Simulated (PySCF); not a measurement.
SMILES COC(=O)[SiH2]C[SiH3] (C₃H₁₀O₂Si₂), singlet at its GFN2-xTB optimised geometry (Å):

```
17

C      3.1998    -0.7490     1.3109
O      1.7895    -0.8376     1.1395
C      1.3397    -1.3829     0.0000
O      2.0724    -1.7857    -0.8696
Si    -0.5777    -1.3829     0.0000
C     -1.1466     0.4262     0.0000
Si    -3.0301     0.6704     0.0896
H      3.6626    -0.3525     0.4050
H      3.3700    -0.0856     2.1553
H      3.6144    -1.7386     1.5140
H     -1.0167    -2.1060    -1.1935
H     -0.9929    -2.0718     1.2255
H     -0.7709     0.9225    -0.8965
H     -0.6847     0.9399     0.8444
H     -3.3299     2.1060     0.0946
H     -3.6626     0.0461    -1.0720
H     -3.5447     0.0643     1.3176
```

Method: PBE0/def2-SVP (PySCF 2.14.0). Cells within 0.4 Å of a nucleus heavier than hydrogen are left out (blank, or x).

Map of the LUMO amplitude (bohr^(-3/2)) on the plane z = 0.0 Å; orbital energy -0.39 eV, overall sign arbitrary:

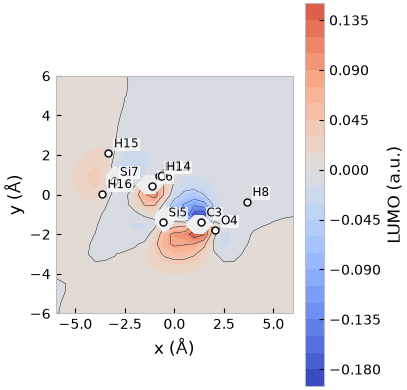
*LUMO amplitude (bohr^(-3/2)) on the plane z = 0.0 Å.*
